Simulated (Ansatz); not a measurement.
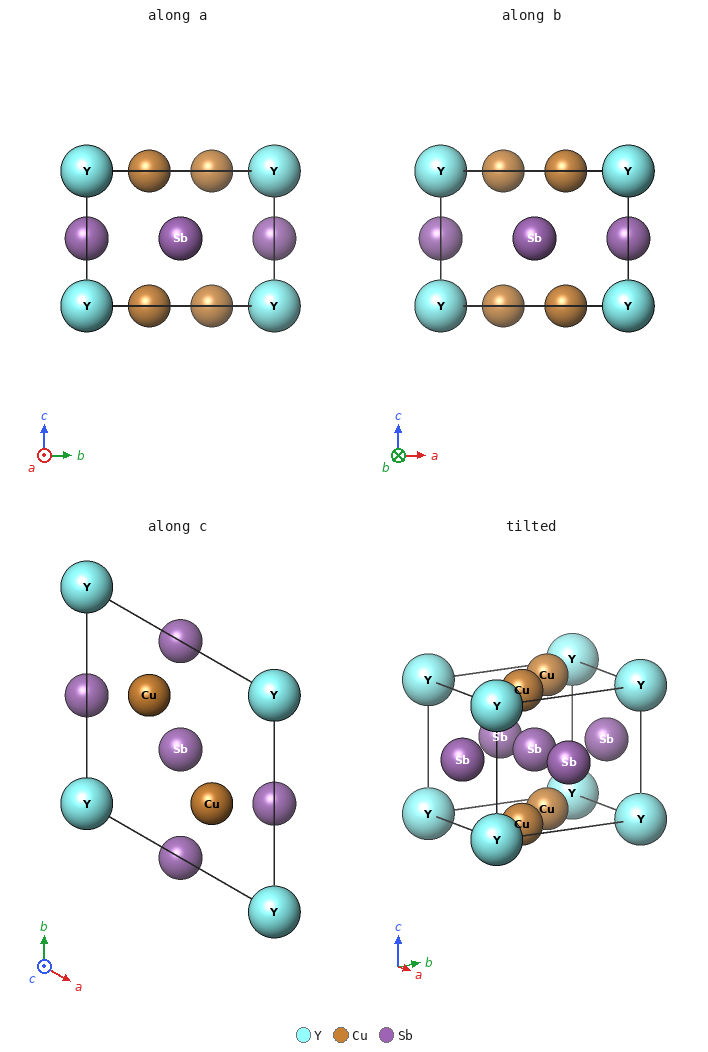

Crystal structure, spheres-only style, seen along the a axis, along the b axis, along the c axis and slightly off an axis. The edges of the conventional unit cell are marked.

Lattice parameters: a = 6.412 Å, b = 6.412 Å, c = 3.994 Å, α = 90.00°, β = 90.00°, γ = 120.00°.

### Write down what is shown as a table of Wyckoff sites.

Space group P6/mmm (No. 191).
```tsv
atom	site	x	y	z
Y	1a	0.0000	0.0000	0.0000
Cu	2c	0.3333	0.6667	0.0000
Sb	3g	0.5000	0.0000	0.5000
```

Source of the structure: a structure type filled with these elements by a generator (whether the compound takes this form wasn't checked). Earlier steps of the study may have refined or changed the cell and positions. A calculation with Ansatz used it as input.
